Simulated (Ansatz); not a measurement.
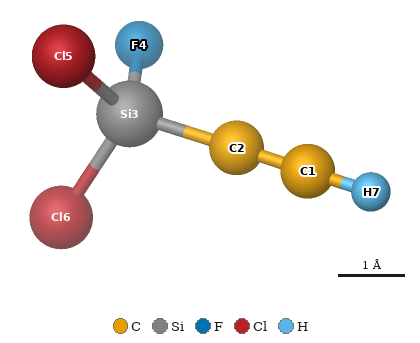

Figure 1. The structure as given in the input (ball-and-stick view, seen at a tilt; atoms are numbered from 1 in the order of the input). Bond lengths as drawn: Cl–Si 2.02 Å, C–C 1.20 Å, C–H 1.07 Å, C–Si 1.80 Å and F–Si 1.58 Å.

**C₂HCl₂FSi: one change and its effect**

System: C₂HCl₂FSi, SMILES C#C[Si](F)(Cl)Cl.
Method of run A: RKS wB97M-V/def2-SVP (Ansatz 0.2.0).

The geometry comes from this level: PBE0-D4/def2-TZVP. Text and figures count atoms from 1; the logs count them from 0 in places.

### Input, run A
```yaml
crystal:
  periodic: [false, false, false]
  atoms:
    - {symbol: C, position_ang: [1.582848, -0.428255, 1.175416]}
    - {symbol: C, position_ang: [0.632422, -0.216603, 0.466694]}
    - {symbol: Si, position_ang: [-0.781255, 0.123387, -0.590483]}
    - {symbol: F, position_ang: [-1.506713, -1.231411, -0.949216]}
    - {symbol: Cl, position_ang: [-0.182986, 0.990078, -2.313955]}
    - {symbol: Cl, position_ang: [-2.107340, 1.311737, 0.362803]}
    - {symbol: H, position_ang: [2.424322, -0.616933, 1.803042]}
basis:
  gaussian: {orbitals: def2-SVP}
hamiltonian: {xc: {name: wB97M-V}}
output: {orbitals: {seedname: orbitals}}
```

Hardware: 4 CPU threads, shared host.

### Output (run A)
```
Functional definition: wB97M-V
  parameter omega = 0.3/bohr
  parameter cx = 0.15
  parameter cx01 = 1.007
  parameter cx10 = 0.259
  parameter css00 = 0.443
  parameter css04 = -1.437
  parameter css10 = -4.535
  parameter css20 = -3.390
  parameter css43 = 4.278
  parameter cos00 = 1.000
  parameter cos10 = 1.358
  parameter cos20 = 2.924
  parameter cos21 = -8.812
  parameter cos60 = -1.390
  parameter cos61 = 9.142
  parameter b = 6.0
  parameter c = 0.01
  gx(w, u) = 1 - cx + cx01*u + cx10*w
  gss(w, u) = css00 + css04*u^4 + css10*w + css20*w^2 + css43*w^4*u^3
  gos(w, u) = cos00 + cos10*w + (cos20 + cos21*u)*w^2 + (cos60 + cos61*u)*w^6
  exchange = spin_sum(e_x_unif_sr(omega)*gx(b97_w, b97_u_x)) + cx*exact_x_sr(omega) + exact_x_lr(omega)
  correlation = spin_sum(e_c_pw_mod_same_spin*gss(b97_w, b97_u_same))
      + integral(e_c_pw_mod_opposite_spin*gos(b97_w_opposite, b97_u_opposite)) + vv10(b, c)
951 factors; integrals over basis functions are off by at most 1.2e-3 eV
237 factors; integrals over basis functions are off by at most 9.5e-6 eV
mean field evaluation 1: about -37712.4779 eV, gradient 3.9e1 eV
mean field evaluation 2: about -37713.7567 eV, gradient 3.5e1 eV
mean field evaluation 4: about -37715.8884 eV, gradient 1.4e0 eV
mean field evaluation 8: about -37715.9618 eV, gradient 1.4e-1 eV
mean field evaluation 16: about -37715.9619 eV, gradient 4.4e-5 eV
mean field -37715.96185969 eV, -1386.0360335464 hartree, gradient 4.4e-5 eV, S^2 0.000000; 0 other end points of the search recorded, 0 dependent functions left out
reference -37715.96189323 eV, -1386.0360347789 hartree; 35, 35 occupied and 66, 66 virtual orbitals, 951 factors
Total energy: -37715.96189323 eV, -1386.0360347789 hartree
```

The input of run B differs as follows (lines with − go, lines with + come):
```diff
-  gaussian: {orbitals: def2-SVP}
+  gaussian: {orbitals: "def2-QZVPP.json"}
```

Predict how the results change.

The total energy of run B is 430.9 kcal/mol lower, which measures the change of basis and not a stability. The HOMO goes from −11.16 to −11.26 eV. The LUMO goes from 1.42 to 1.01 eV. The basis functions go from 101 to 411.

### Output (run B)
```
Functional definition: wB97M-V
  parameter omega = 0.3/bohr
  parameter cx = 0.15
  parameter cx01 = 1.007
  parameter cx10 = 0.259
  parameter css00 = 0.443
  parameter css04 = -1.437
  parameter css10 = -4.535
  parameter css20 = -3.390
  parameter css43 = 4.278
  parameter cos00 = 1.000
  parameter cos10 = 1.358
  parameter cos20 = 2.924
  parameter cos21 = -8.812
  parameter cos60 = -1.390
  parameter cos61 = 9.142
  parameter b = 6.0
  parameter c = 0.01
  gx(w, u) = 1 - cx + cx01*u + cx10*w
  gss(w, u) = css00 + css04*u^4 + css10*w + css20*w^2 + css43*w^4*u^3
  gos(w, u) = cos00 + cos10*w + (cos20 + cos21*u)*w^2 + (cos60 + cos61*u)*w^6
  exchange = spin_sum(e_x_unif_sr(omega)*gx(b97_w, b97_u_x)) + cx*exact_x_sr(omega) + exact_x_lr(omega)
  correlation = spin_sum(e_c_pw_mod_same_spin*gss(b97_w, b97_u_same))
      + integral(e_c_pw_mod_opposite_spin*gos(b97_w_opposite, b97_u_opposite)) + vv10(b, c)
1640 factors; their error is unknown
277 factors; integrals over basis functions are off by at most 4.8e-5 eV
mean field evaluation 1: about -37730.4212 eV, gradient 4.7e1 eV
mean field evaluation 2: about -37731.8852 eV, gradient 4.3e1 eV
mean field evaluation 4: about -37734.6186 eV, gradient 1.8e0 eV
mean field evaluation 8: about -37734.6295 eV, gradient 5.3e-2 eV
mean field evaluation 16: about -37734.6468 eV, gradient 6.3e-5 eV
mean field -37734.64680743 eV, -1386.7226927109 hartree, gradient 1.0e-5 eV, S^2 0.000000; 0 other end points of the search recorded, 0 dependent functions left out
reference -37734.64686225 eV, -1386.7226947253 hartree; 35, 35 occupied and 376, 376 virtual orbitals, 1640 factors
Total energy: -37734.64686225 eV, -1386.7226947253 hartree
```

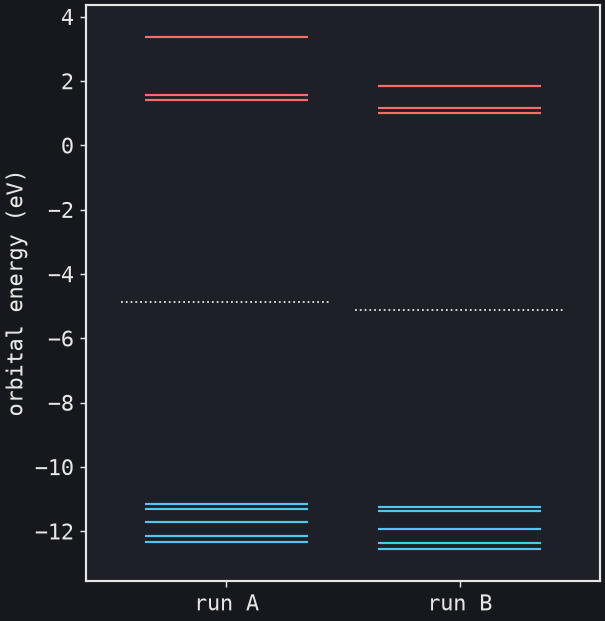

Figure 2. The five highest filled and three lowest empty orbital energies of the two runs; the dotted lines part filled from empty levels. The HOMO–LUMO gap is 12.57 eV in run A and 12.27 eV in run B.

### The two runs side by side

| quantity | run A | run B |
| --- | --- | --- |
| outcome | converged | converged |
| total energy (hartree) | −1386.036035 | −1386.722695 |
| HOMO (eV) | −11.16 | −11.26 |
| LUMO (eV) | 1.42 | 1.01 |
| basis functions | 101 | 411 |
| wall time (shared host) | 1.9 s | 8.5 s |
